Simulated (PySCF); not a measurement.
Sn(Cl)(Br)2(Me), SMILES [CH3][Sn]([Cl])([Br])[Br], singlet at its PBE0/def2-SVP optimised geometry (Å):

```
8

C     -1.5630    -2.2526     1.6828
Sn    -0.8091    -1.1863     0.0000
Cl     1.5327    -1.1863     0.0000
Br    -1.5327     1.1863     0.0000
Br    -1.5365    -2.2043    -2.1418
H     -1.3500    -3.3202     1.5397
H     -2.6457    -2.0830     1.7479
H     -1.0609    -1.8774     2.5843
```

Calculation: PySCF 2.14.0 with PBE0/def2-TZVP, def2 effective core potentials past Kr. The core electrons that the potentials of Sn replace are not part of the density. Cells within 0.4 Å of a nucleus heavier than hydrogen are left out (blank, or x).

Map of the Laplacian of the electron density (e/bohr⁵), clipped to [-1.50, 1.50] on the plane z = 0.0 Å:

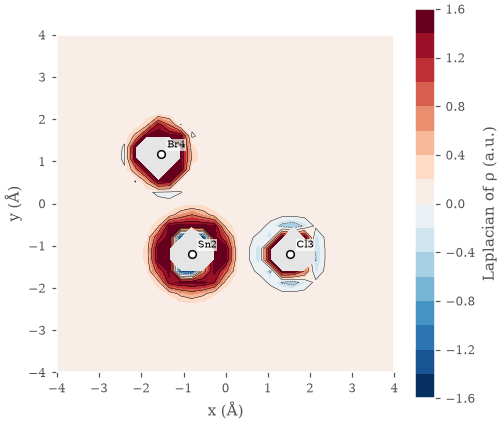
Fig. 1. Laplacian of the electron density (e/bohr⁵), clipped to [-1.50, 1.50] on the plane z = 0.0 Å.
